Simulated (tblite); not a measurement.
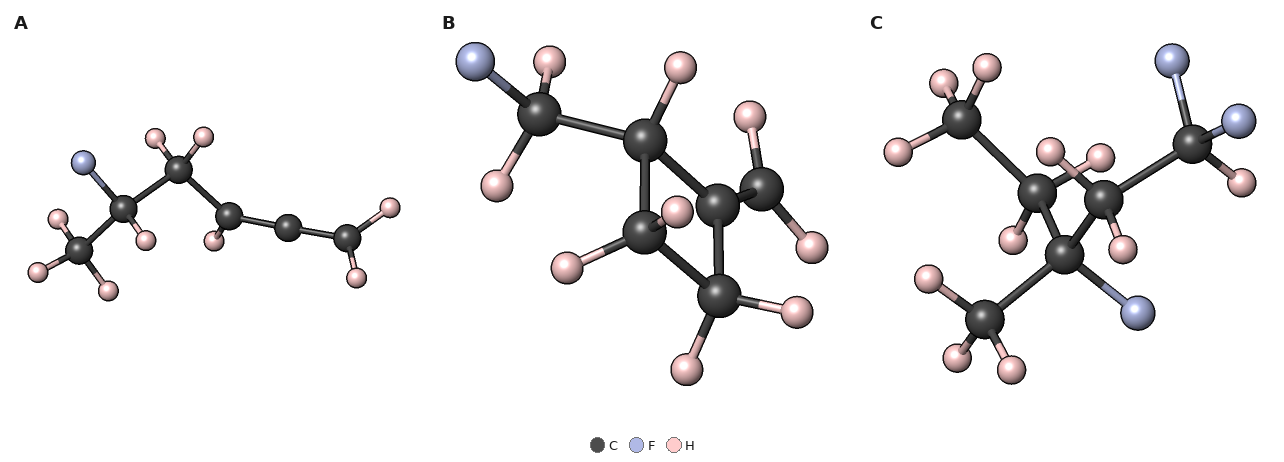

(Drawn from a calculation with tblite.)

**Match each picture to its SMILES.**
(1) C=C1CC[C@@H]1CF
(2) C=C=CC[C@H](C)F
(3) CC[C@@](C)(F)CC(F)F

A is (2), B is (1), C is (3).
